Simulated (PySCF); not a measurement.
# C4H9FSi: runs on many settings, part 2 of 2

PySCF 2.14.0. Atoms count from 0. The steps go on from the part before.

### Step 5. Indirect couplings: PBE0/6-31++G**

What the job is given:

```
{"job": {"kind": "j", "xc": "PBE0", "basis": "6-31++G**"}, "charge": 0, "multiplicity": 1}
C      1.978160     0.119734     0.088381
C      0.483782     0.010973     0.021181
Si    -0.214632    -1.754433     0.032441
C     -0.250177     1.114638    -0.041335
C     -1.738761     1.207246    -0.113314
F     -2.357032    -0.019556    -0.110836
H      2.345961    -0.356327     0.996219
H      2.309206     1.157279     0.078221
H      2.427800    -0.400297    -0.756341
H     -0.927355    -2.030895    -1.212224
H     -1.040390    -1.970952     1.217684
H      0.954956    -2.641925     0.109098
H      0.212411     2.097262    -0.043656
H     -2.052022     1.714673    -1.035395
H     -2.136322     1.760569     0.747964
```

Method: PBE0/6-31++G** indirect spin-spin coupling, non-relativistic, gas phase.

Output:

```text
coarse grid: 12640 points
cycle   1  E = -546.7202273900  dE =  4.643e-01  |g| = 4.713e-01  |ddm| = 4.335e+00
cycle   2  E = -546.6864124280  dE =  3.381e-02  |g| = 6.418e-01  |ddm| = 1.887e+00
cycle   3  E = -546.7687241254  dE = -8.231e-02  |g| = 8.363e-02  |ddm| = 1.210e+00
cycle   4  E = -546.7699577258  dE = -1.234e-03  |g| = 3.826e-02  |ddm| = 2.688e-01
cycle   5  E = -546.7703244326  dE = -3.667e-04  |g| = 8.728e-03  |ddm| = 9.240e-02
cycle   6  E = -546.7703406125  dE = -1.618e-05  |g| = 3.283e-03  |ddm| = 2.084e-02
cycle   7  E = -546.7703431505  dE = -2.538e-06  |g| = 3.618e-04  |ddm| = 1.459e-02
final grid: 116712 points
cycle   8  E = -546.7257763627  dE = -3.093e-05  |g| = 7.947e-03  |ddm| = 1.154e-01
cycle   9  E = -546.7257689344  dE =  7.428e-06  |g| = 1.011e-02  |ddm| = 3.579e-02
cycle  10  E = -546.7257922230  dE = -2.329e-05  |g| = 1.036e-03  |ddm| = 2.282e-02
cycle  11  E = -546.7257924188  dE = -1.958e-07  |g| = 1.567e-04  |ddm| = 1.821e-03
cycle  12  E = -546.7257924227  dE = -3.899e-09  |g| = 5.426e-05  |ddm| = 6.487e-04
cycle  13  E = -546.7257924233  dE = -6.282e-10  |g| = 2.441e-05  |ddm| = 2.286e-04
converged SCF energy = -546.7257924233

Indirect spin-spin couplings (Hz)
  i      j    bonds     total        FC       PSO       DSO        SD
  0 C    1 C    1     49.936    50.707    -1.001     0.229         -
  0 C    2 Si   2     -4.923    -5.097     0.099     0.004     0.072
  0 C    3 C    2     -1.922    -1.685    -0.225    -0.012         -
  0 C    4 C    3      5.842     5.872     0.027    -0.057         -
  0 C    5 F    4     -0.752    -0.626     0.109    -0.218    -0.018
  0 C    6 H    1    141.964   140.294     0.977     0.693         -
  0 C    7 H    1    140.731   139.122     0.916     0.692         -
  0 C    8 H    1    142.004   140.335     0.977     0.693         -
  0 C    9 H    3      1.971     2.149     0.087    -0.265         -
  0 C   10 H    3      1.969     2.147     0.087    -0.265         -
  0 C   11 H    3      2.749     2.639    -0.028     0.138         -
  0 C   12 H    3      8.449     8.535    -0.142     0.056         -
  0 C   13 H    4     -1.797    -1.741     0.187    -0.243         -
  0 C   14 H    4     -1.796    -1.739     0.187    -0.244         -
  1 C    2 Si   1    -61.837   -61.430     0.948    -0.117    -1.238
  1 C    3 C    1     90.837    98.582    -7.991     0.247         -
  1 C    4 C    2     -2.235    -1.919    -0.318     0.002         -
  1 C    5 F    3      3.440     5.001    -1.603     0.109    -0.068
  1 C    6 H    2     -8.915    -8.936     0.041    -0.020         -
  1 C    7 H    2     -4.619    -4.389    -0.121    -0.109         -
  1 C    8 H    2     -8.921    -8.942     0.041    -0.020         -
  1 C    9 H    2     -0.482    -0.295    -0.098    -0.089         -
  1 C   10 H    2     -0.480    -0.293    -0.098    -0.089         -
  1 C   11 H    2      1.965     2.136    -0.134    -0.037         -
  1 C   12 H    2     -6.950    -5.223    -1.394    -0.333         -
  1 C   13 H    3      8.735     8.889     0.142    -0.295         -
  1 C   14 H    3      8.729     8.883     0.142    -0.296         -
  2 Si   3 C    2     -0.470    -0.300    -0.152     0.013    -0.030
  2 Si   4 C    3     -2.533    -2.550    -0.027     0.010     0.034
  2 Si   5 F    4    -11.005   -10.442    -0.421    -0.159     0.017
  2 Si   6 H    3     -2.604    -2.712     0.050    -0.007     0.065
  2 Si   7 H    3    -10.228   -10.295    -0.172     0.281    -0.042
  2 Si   8 H    3     -2.604    -2.713     0.050    -0.007     0.065
  2 Si   9 H    1   -185.118  -185.283     0.859    -0.246    -0.449
  2 Si  10 H    1   -185.077  -185.242     0.859    -0.246    -0.449
  2 Si  11 H    1   -155.328  -155.374     0.618    -0.222    -0.351
  2 Si  12 H    3    -11.598   -11.692    -0.200     0.305    -0.011
  2 Si  13 H    4      2.298     2.221    -0.138     0.191     0.024
  2 Si  14 H    4      2.296     2.219    -0.139     0.192     0.024
  3 C    4 C    1     65.264    66.427    -1.429     0.265         -
  3 C    5 F    2     12.608    13.405    -1.534     0.012     0.725
  3 C    6 H    3      9.763     9.965     0.113    -0.315         -
  3 C    7 H    3      7.050     7.275    -0.368     0.144         -
  3 C    8 H    3      9.743     9.944     0.113    -0.314         -
  3 C    9 H    3      2.717     2.863    -0.048    -0.098         -
  3 C   10 H    3      2.720     2.867    -0.048    -0.098         -
  3 C   11 H    3      2.168     2.393     0.158    -0.383         -
  3 C   12 H    1    162.916   161.796     0.137     0.983         -
  3 C   13 H    2     -7.144    -7.037    -0.051    -0.056         -
  3 C   14 H    2     -7.118    -7.010    -0.051    -0.057         -
  4 C    5 F    1   -152.492  -194.820    24.724     0.871    16.732
  4 C    6 H    4     -1.792    -1.721     0.173    -0.244         -
  4 C    7 H    4     -0.355    -0.305     0.109    -0.159         -
  4 C    8 H    4     -1.798    -1.727     0.173    -0.244         -
  4 C    9 H    4     -0.620    -0.588     0.051    -0.084         -
  4 C   10 H    4     -0.622    -0.589     0.052    -0.084         -
  4 C   11 H    4     -0.184     0.052     0.122    -0.359         -
  4 C   12 H    2     11.177    11.203     0.029    -0.055         -
  4 C   13 H    1    162.909   162.097    -0.212     1.024         -
  4 C   14 H    1    162.958   162.147    -0.212     1.023         -
  5 F    6 H    5     -0.678    -0.246     0.429    -0.807    -0.055
  5 F    7 H    5     -0.161     0.276     0.514    -0.925    -0.026
  5 F    8 H    5     -0.676    -0.244     0.429    -0.807    -0.055
  5 F    9 H    5     21.579    21.440    -1.121     1.089     0.171
  5 F   10 H    5     21.518    21.378    -1.119     1.088     0.171
  5 F   11 H    5     20.665    21.849     0.158    -1.421     0.079
  5 F   12 H    3     27.792    30.197    -0.387    -1.901    -0.117
  5 F   13 H    2     43.254    38.608     8.627    -0.915    -3.066
  5 F   14 H    2     43.254    38.612     8.623    -0.915    -3.066
  6 H    7 H    2    -15.122   -14.637     2.060    -2.545         -
  6 H    8 H    2    -20.654   -20.343     2.105    -2.416         -
  6 H    9 H    4     -1.619    -0.707     0.546    -1.458         -
  6 H   10 H    4     -1.496    -1.208     0.006    -0.293         -
  6 H   11 H    4      0.697     0.120    -0.483     1.061         -
  6 H   12 H    4     -3.556    -3.216     0.715    -1.055         -
  6 H   13 H    5      3.431     3.828     0.839    -1.236         -
  6 H   14 H    5      4.804     5.051     0.524    -0.771         -
  7 H    8 H    2    -15.100   -14.613     2.061    -2.548         -
  7 H    9 H    4      0.530     1.123     0.709    -1.302         -
  7 H   10 H    4      0.530     1.123     0.709    -1.302         -
  7 H   11 H    4      0.434     0.774     0.865    -1.204         -
  8 H    9 H    4     -1.496    -1.208     0.006    -0.294         -
  8 H   10 H    4     -1.620    -0.708     0.546    -1.458         -
  8 H   11 H    4      0.697     0.119    -0.484     1.062         -
  8 H   12 H    4     -3.557    -3.217     0.715    -1.055         -
  8 H   13 H    5      4.809     5.056     0.523    -0.771         -
  8 H   14 H    5      3.430     3.827     0.839    -1.235         -
  9 H   10 H    2     -1.782    -0.045     0.418    -2.155         -
  9 H   11 H    2      2.010     3.500     0.381    -1.871         -
  9 H   12 H    4     -2.503    -1.950     0.760    -1.314         -
  9 H   13 H    5      1.302     1.321     0.242    -0.261         -
  9 H   14 H    5      1.872     2.335     0.870    -1.333         -
 10 H   11 H    2      1.967     3.456     0.380    -1.869         -
 10 H   12 H    4     -2.501    -1.948     0.760    -1.313         -
 10 H   13 H    5      1.875     2.338     0.870    -1.333         -
 10 H   14 H    5      1.300     1.320     0.244    -0.264         -
 11 H   12 H    4      0.852     1.511     0.759    -1.418         -
 11 H   13 H    5     -0.712     0.024     0.621    -1.357         -
 11 H   14 H    5     -0.713     0.023     0.621    -1.357         -
 12 H   13 H    3      2.947     2.899     0.379    -0.331         -
 12 H   14 H    3      2.951     2.903     0.377    -0.329         -
 13 H   14 H    2    -18.191   -17.799     1.731    -2.124         -
```

Wall time 46 s (1 thread of Arm Neoverse N1, shared host); peak memory 0.82 GiB.

The basis is not made for couplings: without tight functions at the nuclei these values are rough.

Beyond four bonds or across contacts, the largest of 1 Hz or more: F5–H9 21.6 Hz, F5–H10 21.5 Hz, F5–H11 20.7 Hz, H8–H13 4.8 Hz.

A choice of the couplings up to four bonds, sorted by the number of bonds, with means over like pairs; isotopes 13C, 19F, 1H, 29Si:

```tsv
pair	bonds	J (Hz)	Fermi contact (Hz)	dihedral (°)
Si2–H9	1	-175.2	-175.3	–
C4–H13	1	162.9	162.1	–
C3–H12	1	162.9	161.8	–
C4–F5	1	-152.5	-194.8	–
C0–H6	1	141.6	139.9	–
C1–C3	1	90.8	98.6	–
C3–C4	1	65.3	66.4	–
C1–Si2	1	-61.8	-61.4	–
C0–C1	1	49.9	50.7	–
F5–H13	2	43.3	38.6	–
H13–H14	2	-18.2	-17.8	–
H6–H7	2	-17.0	-16.5	–
C3–F5	2	12.6	13.4	–
C4–H12	2	11.2	11.2	–
C1–H6	2	-7.5	-7.4	–
C3–H13	2	-7.1	-7.0	–
C1–H12	2	-7.0	-5.2	–
C0–Si2	2	-4.9	-5.1	–
F5–H12	3	27.8	30.2	-180
Si2–H12	3	-11.6	-11.7	180
C3–H6	3	8.9	9.1	–
C1–H13	3	8.7	8.9	-120
C0–H12	3	8.4	8.5	0
C0–C4	3	5.8	5.9	-180
Si2–H6	3	-5.1	-5.2	–
C1–F5	3	3.4	5.0	0
H12–H13	3	2.9	2.9	60
Si2–F5	4	-11.0	-10.4	–
H6–H12	4	-2.4	-2.1	–
Si2–H13	4	2.3	2.2	–
C0–H13	4	-1.8	-1.7	–
H9–H12	4	-1.4	-0.8	–
C4–H6	4	-1.3	-1.3	–
```

Means hide unlike values in this fixed geometry: C1–H6 from -8.9 to -4.6 Hz; Si2–H6 from -10.2 to -2.6 Hz. They hold only if the pairs exchange fast.

The spin-dipole term was solved for some atoms only; pairs without it lack that part.

Shifts (PBE0/pcSseg-1, unscaled) and these couplings together give the proton spectrum at 300 MHz below.

1H NMR δ 6.12 (d of sext of q, J = 27.8, 2.6, 1.4 Hz, 1H), 5.45 (d of quint, J = 43.3, 2.8 Hz, 2H), 4.17 (dd, J = 21.3, 1.4 Hz, 3H), 2.08 (q, J = 2.6 Hz, 3H). The letters are first-order; like nuclei with unlike couplings give more lines.

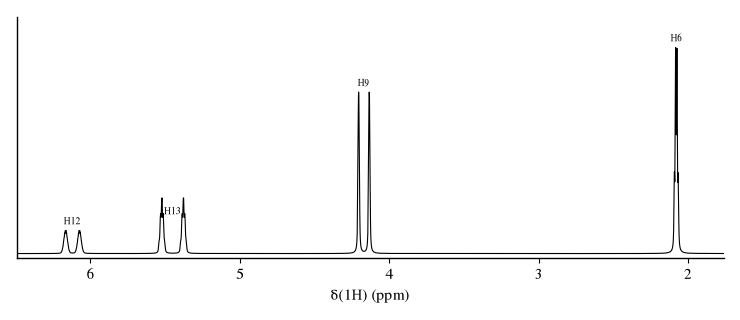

Simulated proton spectrum at 300 MHz, by exact diagonalisation of each spin system; lines 1.2 Hz wide, exchangeable protons uncoupled.

### Step 6. TDDFT and polarisability: X3LYP/def2-SVPD

What the job is given:

```
{"job": {"kind": "uv", "xc": "X3LYP", "basis": "def2-SVPD", "nstates": 3, "ntriplets": 0, "tda": true, "scf": {"max_cycle": 88}}, "charge": 0, "multiplicity": 1}
C      2.571608     0.155654     0.114895
C      0.628917     0.014265     0.027535
Si    -0.279022    -2.280763     0.042173
C     -0.325230     1.449029    -0.053736
C     -2.260389     1.569420    -0.147308
F     -3.064142    -0.025423    -0.144087
H      3.049749    -0.463225     1.295085
H      3.001968     1.504463     0.101687
H      3.156140    -0.520386    -0.983243
H     -1.205562    -2.640164    -1.575891
H     -1.352507    -2.562238     1.582989
H      1.241443    -3.434503     0.141827
H      0.276134     2.726441    -0.056753
H     -2.667629     2.229075    -1.346014
H     -2.777219     2.288740     0.972353
```

Level: TDA X3LYP/def2-SVPD, vertical, gas phase, core orbitals frozen in the response.

Output:

```text
final grid: 116712 points
cycle   1  E = -545.9854637375  dE = -1.342e+00  |g| = 7.068e-01  |ddm| = 3.202e+00
cycle   2  E = -544.9158908898  dE =  1.070e+00  |g| = 2.416e+00  |ddm| = 2.040e+00
cycle   3  E = -546.1040874286  dE = -1.188e+00  |g| = 1.815e-01  |ddm| = 1.414e+00
cycle   4  E = -546.0866913658  dE =  1.740e-02  |g| = 3.016e-01  |ddm| = 3.991e-01
cycle   5  E = -546.1130625063  dE = -2.637e-02  |g| = 5.492e-02  |ddm| = 2.470e-01
cycle   6  E = -546.1139150669  dE = -8.526e-04  |g| = 1.543e-02  |ddm| = 6.295e-02
cycle   7  E = -546.1139558246  dE = -4.076e-05  |g| = 8.315e-03  |ddm| = 1.873e-02
cycle   8  E = -546.1139789522  dE = -2.313e-05  |g| = 1.402e-03  |ddm| = 1.070e-02
cycle   9  E = -546.1139795948  dE = -6.426e-07  |g| = 5.847e-04  |ddm| = 2.089e-03
cycle  10  E = -546.1139796856  dE = -9.083e-08  |g| = 1.810e-04  |ddm| = 6.433e-04
cycle  11  E = -546.1139796947  dE = -9.120e-09  |g| = 6.664e-05  |ddm| = 2.075e-04
cycle  12  E = -546.1139796958  dE = -1.129e-09  |g| = 2.908e-05  |ddm| = 7.876e-05
cycle  13  E = -546.1139796960  dE = -2.169e-10  |g| = 1.325e-05  |ddm| = 4.763e-05
converged SCF energy = -546.1139796960

Static polarisability (au): isotropic 156.184, principal 106.943 170.839 190.769

Singlet excitations
state   eV       nm        f      main configurations
  1   3.0657    404.4   0.00109   H->L 0.95
  2   3.2656    379.7   0.00014   H->L+1 0.96
  3   4.2831    289.5   0.00000   H->L+3 0.88, H->L+4 0.09
```

Run time: 35 s. Hardware: 1 thread of Arm Neoverse N1, shared host; peak memory 0.78 GiB.

It converged, yet the result is unsound: all coordinates were scaled by 1.3. Its HOMO lies at -6.54 eV, against -7.31 eV in step 3 (PBE0/def2-SVPD), a different level, so the two don't compare directly.

### Step 7. Summary of results

The summary covers parts 1 to 2.

| quantity | value |
| --- | --- |
| 13C shifts against TMS (PBE0/pcSseg-1) | 143.4, 134.6, 89.1, 31.2 ppm |
| 1H shifts against TMS (PBE0/pcSseg-1, means over atoms taken as alike) | 6.12, 5.45, 4.17, 2.08 ppm |
| 29Si shifts against TMS (PBE0/pcSseg-1) | -74.7 ppm |
| 19F shifts against CFCl3 (PBE0/pcSseg-1) | -259.5 ppm |
| lowest singlet (PBE0/def2-SVPD) | 6.62 eV (187 nm), f = 0.294 |
| lowest triplet | 4.14 eV |
| largest coupling of the table (PBE0/6-31++G**) | 1J(Si,H) Si2–H9, -175.2 Hz (mean over like pairs) |
| property runs in this session | 5, of which 0 failed and 2 gave unsound results |

In words: Single values in the summary come from the first sound run of each kind (PBE0/pcSseg-1; PBE0/def2-SVPD; PBE0/6-31++G**), which need not be the best level. The most deshielded hydrogen is H12 (hydrogen on an alkene CH), at 6.12 ppm: attached to an sp2 carbon and in the plane of the double bond. At PBE0/pcSseg-1: The largest span, 238 ppm, is at C1, where the paramagnetic term is -208 ppm. The lowest singlet, at 6.62 eV, is HOMO→LUMO 0.95 and is bright. The lowest triplet lies 2.48 eV below the lowest singlet (triplets in Tamm-Dancoff, singlets in full TDDFT). Of the pairs tabulated at PBE0/6-31++G**, Si2–H9 (mean over like pairs) couples most strongly (-175.2 Hz; Fermi contact -175.3 Hz). Couplings across rotatable bonds belong to this one conformer; where others are populated, the observed values are averages. Couplings from bases without tight functions are rough.
